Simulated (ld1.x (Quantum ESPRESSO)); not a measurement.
**Ruthenium: generating and testing an RRKJ potential**

Task: generate the file, and judge it by its errors in other configurations, its logarithmic derivatives, its ghosts and its cutoff.

The numbers are computed with ld1.x (Quantum ESPRESSO) 7.5 (PBE, scalar-relativistic, spin-unpolarised reference atom).

### Step 1. The design

The settings as typed:

```
element                 : ruthenium (Ru, Z = 44)
type                    : norm-conserving RRKJ (Kleinman–Bylander form)
frozen core             : [Kr]
valence charge          : 8
reference configuration : 4d7 5s1 5p0
partial waves           : 5s (bound): rc 2.65 bohr; 5p (bound, empty): rc 4.20 bohr; 4d (bound): rc 1.25 bohr
local potential         : the d channel
core correction         : a·sin(br)/r model core, default radius (core density twice the valence density)
```

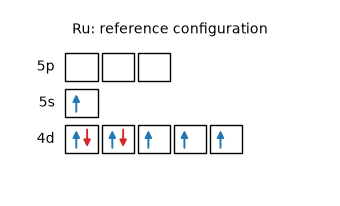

The outer shells as boxes. The arrows follow Hund's rule for the drawing; the calculation itself is spin-unpolarised.

The nodes and maxima of the atom's own shells, from an earlier all-electron run, set the scale for the radii.

All-electron outer shells of the reference configuration (PBE, scalar-relativistic, ld1.x):

```csv
shell,level (eV),outermost node (bohr),outermost maximum (bohr)
4s,-76.37,0.48,0.92
4p,-46.42,0.49,0.98
4d,-5.20,0.48,1.21
5s,-4.24,1.24,2.73
5p,-0.91,1.41,3.97
```

### Step 2. Generating the potential

Input file Ru.in:

```
 &input
   title='Ru', zed=44., rel=1, dft='PBE', iswitch=3,
   config='[Kr] 4d7 5s1 5p0',
   nld=3, rlderiv=4.55, eminld=-2.0, emaxld=5.0, deld=0.02
 /
 &inputp
   pseudotype=2, tm=.false., rho0=0.001, lloc=2,
   nlcc=.true.,
   file_pseudopw='Ru.UPF', file_wfcaegen='ae.wfc', file_wfcncgen='nc.wfc', file_beta='beta', file_chi='chi'
 /
3
5S  1  0   1.00   0.00  2.65  2.65  0.0
5P  2  1   0.00   0.00  4.20  4.20  0.0
4D  3  2   7.00   0.00  1.25  1.25  0.0
 &test
   configts(1)='4d7 5s1 5p0'
 /
```

The run is started by

```
ld1.x < Ru.in > Ru.out
```

Output in Ru.out (without the banner and most projector matrices):

```text
     Program LD1 v.7.5
     --------------------------- All-electron run ----------------------------

     Ru
     scalar relativistic calculation

     atomic number is 44.00
     dft =PBE   lsd =0 sic =0 latt =0  beta=0.20 tr2=1.0E-14
     Exchange-correlation= PBE
                           (   1   4   3   4   0   0   0)
     mesh =1233 r(mesh) = 101.06970 a.u. xmin = -7.00 dx = 0.01250
     1 Ry =  13.60569312 eV, c = 137.03599908

     n l     nl                  e(Ry)          e(Ha)          e(eV)
     1 0     1S 1( 2.00)     -1612.3846      -806.1923    -21937.6096
     2 0     2S 1( 2.00)      -231.8268      -115.9134     -3154.1644
     2 1     2P 1( 6.00)      -207.6229      -103.8115     -2824.8535
     3 0     3S 1( 2.00)       -40.8245       -20.4122      -555.4456
     3 1     3P 1( 6.00)       -32.8704       -16.4352      -447.2241
     4 0     4S 1( 2.00)        -5.6131        -2.8066       -76.3706
     4 1     4P 1( 6.00)        -3.4115        -1.7057       -46.4157
     3 2     3D 1(10.00)       -20.0737       -10.0369      -273.1169
     4 2     4D 1( 7.00)        -0.3823        -0.1912        -5.2021
     5 0     5S 1( 1.00)        -0.3116        -0.1558        -4.2393
     5 1     5P 1( 0.00)        -0.0671        -0.0335        -0.9124

     final scf error:  6.1E-15 reached in  31 iterations

     Etot =   -9061.510603 Ry,   -4530.755302 Ha, -123288.132501 eV

     Ekin =    9370.519994 Ry,    4685.259997 Ha,  127492.419439 eV
     Encl =  -21859.366718 Ry,  -10929.683359 Ha, -297411.835423 eV
     Eh   =    3694.086781 Ry,    1847.043390 Ha,   50260.611109 eV
     Exc  =    -266.750660 Ry,    -133.375330 Ha,   -3629.327625 eV

     normalization and overlap integrals

     s(1S/1S) =  1.000000  <r> =   0.0334  <r2> =    0.0015  r(max) =   0.0216
     s(2S/2S) =  1.000000  <r> =   0.1457  <r2> =    0.0250  r(max) =   0.1229
     s(2P/2P) =  1.000000  <r> =   0.1270  <r2> =    0.0197  r(max) =   0.0981
     s(3S/3S) =  1.000000  <r> =   0.4027  <r2> =    0.1856  r(max) =   0.3600
     s(3P/3P) =  1.000000  <r> =   0.4030  <r2> =    0.1888  r(max) =   0.3555
     s(4S/4S) =  1.000000  <r> =   1.0189  <r2> =    1.1771  r(max) =   0.9193
     s(4P/4P) =  1.000000  <r> =   1.1285  <r2> =    1.4617  r(max) =   0.9785
     s(3D/3D) =  1.000000  <r> =   0.3841  <r2> =    0.1767  r(max) =   0.3022
     s(4D/4D) =  1.000000  <r> =   1.7020  <r2> =    3.6414  r(max) =   1.2102
     s(5S/5S) =  1.000000  <r> =   3.3894  <r2> =   13.3290  r(max) =   2.7273
     s(5P/5P) =  1.000000  <r> =   5.3169  <r2> =   33.9885  r(max) =   3.9682

     ------------------------ End of All-electron run ------------------------

     --------------------- Generating NC pseudopotential ---------------------

      Generating local pot.: lloc=2, matching radius rcloc =   1.2500

      Computing core charge for nlcc:

       r > 1.11 : true rho core
       r < 1.11 : rho core = a sin(br)/r    a=  11.68  b=   2.16

      Integrated core pseudo-charge :   9.71

      Wfc   5S  rcut= 2.627  Estimated cut-off energy=        6.35 Ry
      Using 4 Bessel functions for this wfc, rho(0) = 0.001
      This function has    0 nodes for 0 < r <    2.627

      Wfc   5P  rcut= 4.224  Estimated cut-off energy=        9.76 Ry
      This function has    0 nodes for 0 < r <    4.224

     ------------------- End of pseudopotential generation -------------------

     [... the all-electron block is printed once more ...]


     Computing logarithmic derivative in   4.52483
     Computing logarithmic derivative in   4.52483
     Computing the partial wave expansion
     R is outside the sphere for l=    0 j= 0.00
     R is outside the sphere for l=    1 j= 0.00
       no projector for channel:   2

     ---------------------- Testing the pseudopotential ----------------------

     Ru
     scalar relativistic calculation

     atomic number is 44.00   valence charge is  8.00
     dft =PBE   lsd =0 sic =0 latt =0  beta=0.20 tr2=1.0E-14
     mesh =1233 r(mesh) = 101.06970 xmin = -7.00 dx = 0.01250

     n l     nl             e AE (Ry)        e PS (Ry)    De AE-PS (Ry)
     3 2     4D   1( 7.00)       -0.38235       -0.38232       -0.00003
     1 0     5S   1( 1.00)       -0.31159       -0.31159        0.00000
     2 1     5P   1( 0.00)       -0.06706       -0.06706        0.00000

     eps = 1.7E-16  iter = 13

     Etot =   -9061.510603 Ry,   -4530.755302 Ha, -123288.132501 eV
     Etotps =   -47.390391 Ry,     -23.695196 Ha,    -644.779117 eV

     Ekin =      33.690924 Ry,      16.845462 Ha,     458.388377 eV
     Encl =     -88.925167 Ry,     -44.462583 Ha,   -1209.888531 eV
     Ehrt =      31.209277 Ry,      15.604639 Ha,     424.623847 eV
     Ecxc =     -23.702017 Ry,     -11.851008 Ha,    -322.482369 eV
     (Ecc =     -14.137044 Ry,      -7.068522 Ha,    -192.344276 eV)
     Epseu=       0.336591 Ry,       0.168296 Ha,       4.579559 eV

     ---------------------- End of pseudopotential test ----------------------
```

It took 1.2 s on 1 thread of Neoverse-V2, shared host. (Generation and the later configuration tests together.)

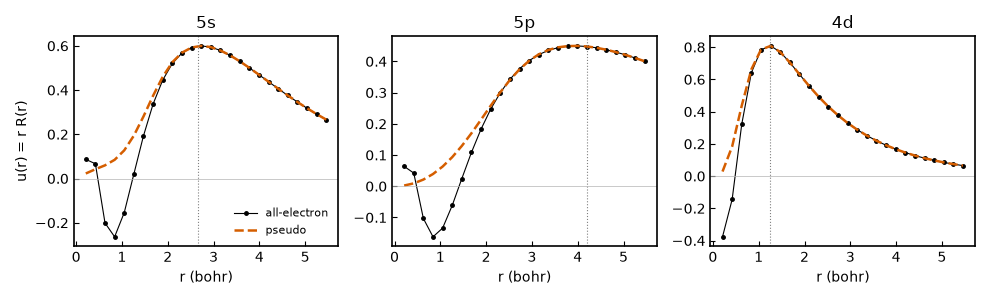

All-electron and pseudo partial waves (5s, 5p, 4d), with the matching radii dotted. The curves join 26 sampled radii, too few to resolve the innermost nodes.

### Step 3. Configuration tests

Input file Ru.test.in:

```
 &input
   title='Ru', zed=44., rel=1, dft='PBE', iswitch=2,
   config='[Kr] 4d7 5s1 5p0'
 /
 &test
   file_pseudo='Ru.UPF', nconf=8,
   configts(1)='4d7 5s1 5p0',
   configts(2)='4d7 5s0 5p0',
   configts(3)='4d6 5s0 5p0',
   configts(4)='4d5 5s0 5p0',
   configts(5)='4d4 5s0 5p0',
   configts(6)='4d7 5s0.5 5p0',
   configts(7)='4d8 5s0 5p0',
   configts(8)='4d7.5 5s0.5 5p0'
 /
```

The run is started by

```
ld1.x < Ru.test.in > Ru.test.out
```

Ru.test.out, the pseudopotential blocks, each with the warnings that came before it:

```text
     ---------------------- Testing the pseudopotential ----------------------

     Ru
     scalar relativistic calculation

     atomic number is 44.00   valence charge is  8.00
     dft =PBE   lsd =0 sic =0 latt =0  beta=0.20 tr2=1.0E-14
     mesh =1233 r(mesh) = 101.06970 xmin = -7.00 dx = 0.01250

     n l     nl             e AE (Ry)        e PS (Ry)    De AE-PS (Ry)
     3 2     4D   1( 7.00)       -0.38235       -0.38232       -0.00002
     1 0     5S   1( 1.00)       -0.31159       -0.31159        0.00000
     2 1     5P   1( 0.00)       -0.06706       -0.06706        0.00000

     eps = 2.1E-15  iter = 17

     Etot =   -9061.510603 Ry,   -4530.755302 Ha, -123288.132501 eV
     Etotps =   -47.390392 Ry,     -23.695196 Ha,    -644.779127 eV

     Ekin =      33.690923 Ry,      16.845462 Ha,     458.388362 eV
     Encl =     -88.925167 Ry,     -44.462583 Ha,   -1209.888529 eV
     Ehrt =      31.209277 Ry,      15.604639 Ha,     424.623850 eV
     Ecxc =     -23.702017 Ry,     -11.851008 Ha,    -322.482369 eV
     (Ecc =     -14.137044 Ry,      -7.068522 Ha,    -192.344276 eV)
     Epseu=       0.336591 Ry,       0.168296 Ha,       4.579559 eV

     ---------------------- End of pseudopotential test ----------------------

     ---------------------- Testing the pseudopotential ----------------------

     Ru
     [...]
     n l     nl             e AE (Ry)        e PS (Ry)    De AE-PS (Ry)
     3 2     4D   1( 7.00)       -0.92189       -0.91961       -0.00228
     1 0     5S   1( 0.00)       -0.77142       -0.77401        0.00259
     2 1     5P   1( 0.00)       -0.44984       -0.45171        0.00187

     eps = 2.0E-16  iter =  9

     Etot =   -9060.974636 Ry,   -4530.487318 Ha, -123280.840289 eV
     Etotps =   -46.853205 Ry,     -23.426602 Ha,    -637.470326 eV
     dEtot_ae =       0.535968 Ry
     dEtot_ps =       0.537187 Ry,   Delta E=      -0.001219 Ry

     [...]
     ---------------------- End of pseudopotential test ----------------------

     Warning: n=2, l=1 expected 0 nodes, found 1
     ---------------------- Testing the pseudopotential ----------------------

     Ru
     [...]
     n l     nl             e AE (Ry)        e PS (Ry)    De AE-PS (Ry)
     3 2     4D   1( 6.00)       -1.77401       -1.78159        0.00758  !
     1 0     5S   1( 0.00)       -1.40128       -1.40294        0.00166
     2 1     5P   1( 0.00)       -0.98924       -0.98924        0.00000

     eps = 8.8E-16  iter =  9

     Etot =   -9059.637961 Ry,   -4529.818980 Ha, -123262.653900 eV
     Etotps =   -45.514998 Ry,     -22.757499 Ha,    -619.263099 eV
     dEtot_ae =       1.872643 Ry
     dEtot_ps =       1.875393 Ry,   Delta E=      -0.002751 Ry

     [...]
     ---------------------- End of pseudopotential test ----------------------

     Warning: n=1, l=0 expected 0 nodes, found 1
     ---------------------- Testing the pseudopotential ----------------------

     Ru
     [...]
     n l     nl             e AE (Ry)        e PS (Ry)    De AE-PS (Ry)
     3 2     4D   1( 5.00)       -2.74533       -2.77823        0.03290  !
     1 0     5S   1( 0.00)       -2.11289       -2.11289        0.00000
     2 1     5P   1( 0.00)       -1.61922       -1.61922        0.00000

     eps = 1.1E-16  iter =  7

     Etot =   -9057.387242 Ry,   -4528.693621 Ha, -123232.031306 eV
     Etotps =   -43.245271 Ry,     -21.622635 Ha,    -588.381883 eV
     dEtot_ae =       4.123362 Ry
     dEtot_ps =       4.145121 Ry,   Delta E=      -0.021759 Ry

     [...]
     ---------------------- End of pseudopotential test ----------------------

     ---------------------- Testing the pseudopotential ----------------------

     Ru
     [...]
     n l     nl             e AE (Ry)        e PS (Ry)    De AE-PS (Ry)
     3 2     4D   1( 4.00)       -3.81315       -3.88818        0.07504  !
     1 0     5S   1( 0.00)       -2.89250       -3.31603        0.42353  !
     2 1     5P   1( 0.00)       -2.32348       -2.32348        0.00000

     eps = 2.2E-17  iter =  7

     Etot =   -9054.115645 Ry,   -4527.057823 Ha, -123187.518967 eV
     Etotps =   -39.920810 Ry,     -19.960405 Ha,    -543.150289 eV
     dEtot_ae =       7.394958 Ry
     dEtot_ps =       7.469582 Ry,   Delta E=      -0.074623 Ry

     [...]
     ---------------------- End of pseudopotential test ----------------------

     ---------------------- Testing the pseudopotential ----------------------

     Ru
     [...]
     n l     nl             e AE (Ry)        e PS (Ry)    De AE-PS (Ry)
     3 2     4D   1( 7.00)       -0.64088       -0.63970       -0.00118
     1 0     5S   1( 0.50)       -0.53337       -0.53439        0.00102
     2 1     5P   1( 0.00)       -0.24815       -0.24874        0.00059

     eps = 2.6E-15  iter = 11

     Etot =   -9061.300168 Ry,   -4530.650084 Ha, -123285.269375 eV
     Etotps =   -47.179677 Ry,     -23.589839 Ha,    -641.912209 eV
     dEtot_ae =       0.210436 Ry
     dEtot_ps =       0.210715 Ry,   Delta E=      -0.000279 Ry

     [...]
     ---------------------- End of pseudopotential test ----------------------

     ---------------------- Testing the pseudopotential ----------------------

     Ru
     [...]
     n l     nl             e AE (Ry)        e PS (Ry)    De AE-PS (Ry)
     3 2     4D   1( 8.00)       -0.23162       -0.23018       -0.00144
     1 0     5S   1( 0.00)       -0.24960       -0.25411        0.00451
     2 1     5P   1( 0.00)       -0.03818       -0.04036        0.00218

     eps = 6.1E-15  iter =  9

     Etot =   -9061.535057 Ry,   -4530.767529 Ha, -123288.465213 eV
     Etotps =   -47.411162 Ry,     -23.705581 Ha,    -645.061720 eV
     dEtot_ae =      -0.024454 Ry
     dEtot_ps =      -0.020770 Ry,   Delta E=      -0.003684 Ry

     [...]
     ---------------------- End of pseudopotential test ----------------------

     ---------------------- Testing the pseudopotential ----------------------

     Ru
     [...]
     n l     nl             e AE (Ry)        e PS (Ry)    De AE-PS (Ry)
     3 2     4D   1( 7.50)       -0.30249       -0.30073       -0.00176
     1 0     5S   1( 0.50)       -0.27921       -0.28129        0.00208
     2 1     5P   1( 0.00)       -0.05202       -0.05300        0.00099

     eps = 2.9E-15  iter =  9

     Etot =   -9061.533934 Ry,   -4530.766967 Ha, -123288.449923 eV
     Etotps =   -47.412608 Ry,     -23.706304 Ha,    -645.081396 eV
     dEtot_ae =      -0.023330 Ry
     dEtot_ps =      -0.022216 Ry,   Delta E=      -0.001114 Ry

     [...]
     ---------------------- End of pseudopotential test ----------------------
```

The tests as a table, with energies relative to 4d7 5s1 5p0. A star marks tests that logged a warning.

```csv
valence configuration,charge,ΔE all-electron (eV),error AE − PS (meV)
4d7 5s0 5p0,+1,7.292,-17
4d6 5s0 5p0 *,+2,25.479,-37
4d5 5s0 5p0 *,+3,56.101,-296
4d4 5s0 5p0,+4,100.614,-1015
4d7 5s0.5 5p0,+0.5,2.863,-3.8
4d8 5s0 5p0,0,-0.333,-50
4d7.5 5s0.5 5p0,0,-0.317,-15
```

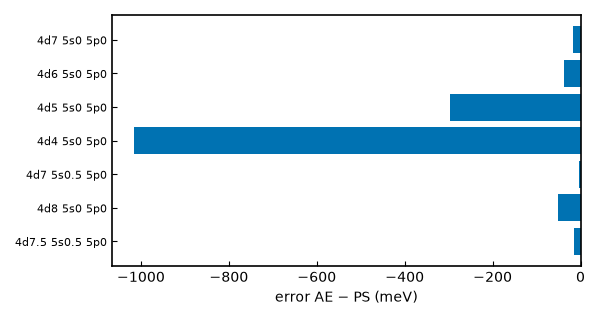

Error of the potential in each test configuration.

### Step 4. Scattering by logarithmic derivatives

Taken from the files of the generation run. The phase is arctan(r·u′/u) with u = r·R, unwrapped, with energies in Ry. A pole is an energy at which the radial function vanishes at the test radius. The pseudo phase is shifted by a multiple of π to meet the all-electron one at the reference energy. Levels narrower than the energy grid can be missing from the poles. The last column is the largest difference on the grid between −1 and +1 Ry.

| channel | radius (bohr) | reference (Ry) | poles AE | poles PS | window around the reference with phases within 0.05 rad (Ry) | largest difference near zero (rad) |
| --- | --- | --- | --- | --- | --- | --- |
| s | 4.53 | -0.31 | -0.08, 2.29 | -0.08, 2.08, 4.28 | below 0.7 | 0.171 |
| p | 4.53 | -0.07 | 0.43, 2.94 | 0.43, 2.72 | below 1.2 | 0.006 |
| d | 4.53 | -0.38 | -0.36, 1.39, 4.18 | -0.36, 1.39, 4.17 | the whole range | 0.001 |

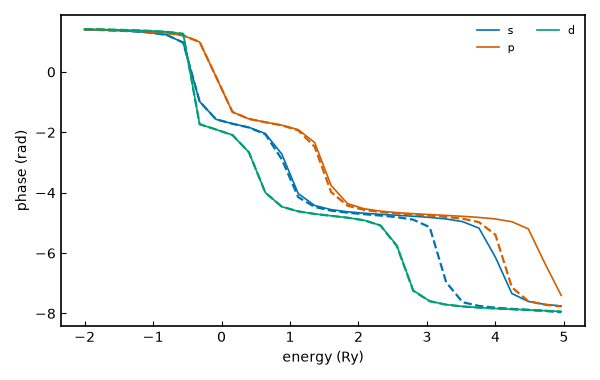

Phases by channel: all-electron solid, pseudo dashed.

### Step 5. Plane-wave convergence, by spherical Bessel functions

This step uses the generator's waves and projectors in a separate script. Basis: spherical Bessel functions vanishing at 20 bohr, q² up to the cutoff; potential fixed at the reference.

All-electron valence levels (Ry): 5s -0.3116, 5p -0.0671, 4d -0.3824. The lowest levels of each channel (Ry) by cutoff; the last column sums, over occupied levels, occupation times the distance from the level at 400 Ry. A positive value at high cutoff is not a bound level.

| cutoff (Ry) | s #1 | s #2 | p #1 | p #2 | d #1 | f #1 | Σ f·Δε (mRy) |
| --- | --- | --- | --- | --- | --- | --- | --- |
| 8 | -3.5471 | -0.3041 | -0.0670 | 0.0529 | 0.0416 | 0.1082 | 2974.9 |
| 12 | -6.0072 | -0.3076 | -0.0670 | -0.0419 | -0.0081 | 0.1082 | 2623.6 |
| 21 | -8.1595 | -0.3114 | -1.6335 | -0.0670 | -0.2143 | 0.1082 | 1176.6 |
| 30 | -8.5967 | -0.3116 | -2.2568 | -0.0670 | -0.3165 | 0.1082 | 460.6 |
| 45 | -8.7286 | -0.3116 | -2.4840 | -0.0670 | -0.3735 | 0.1082 | 61.9 |
| 55 | -8.7359 | -0.3116 | -2.5052 | -0.0670 | -0.3804 | 0.1082 | 13.6 |
| 60 | -8.7363 | -0.3116 | -2.5089 | -0.0670 | -0.3813 | 0.1082 | 7.1 |
| 80 | -8.7365 | -0.3116 | -2.5118 | -0.0670 | -0.3822 | 0.1082 | 0.6 |
| 100 | -8.7369 | -0.3116 | -2.5118 | -0.0670 | -0.3823 | 0.1082 | 0.1 |
| 400 | -8.7372 | -0.3116 | -2.5121 | -0.0670 | -0.3823 | 0.1082 | 0.0 |

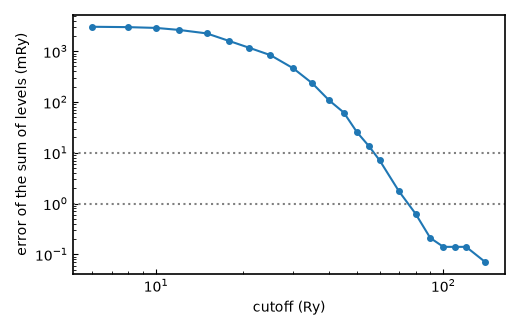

Occupation-weighted error of the valence levels against the cutoff; the dotted lines mark 10 and 1 mRy.

The sum stays within 10 mRy from 60 Ry and within 1 mRy from 80 Ry. The sum leaves out empty levels, which can need more. Ghost test: ghost states, bound below the all-electron valence or empty levels of the same l: s at -118.9 eV, p at -34.2 eV.

### Step 6. Outcome

| quantity | value |
| --- | --- |
| cutoffs for 10 and 1 mRy, occupied levels | 60 Ry and 80 Ry |
| bound ghosts | s at -118.88 eV, p at -34.18 eV |
| largest test error (AE − PS) | -1015 meV, for 4d4 5s0 5p0 |
| largest phase difference near zero energy, channels read | 0.171 rad |

What this shows: It has a bound ghost (s, p), a state that the atom doesn't have, and that rules the file out. By total energies transferability is poor: the largest error is 1015 meV on 100.6 eV, for 4d4 5s0 5p0. That test lies far up in energy; among those under 40 eV, nearer to bonding, the largest error is 50 meV. The potential is of middling hardness: the looser tolerance needs 60 Ry. The slowest occupied level is 4d: taken alone it needs 70 Ry to come within 1 mRy, against 18 Ry for 5s. Near zero energy the largest phase difference among the channels read is 0.17 rad, in the s channel. All of this concerns the isolated atom, not yet a solid.
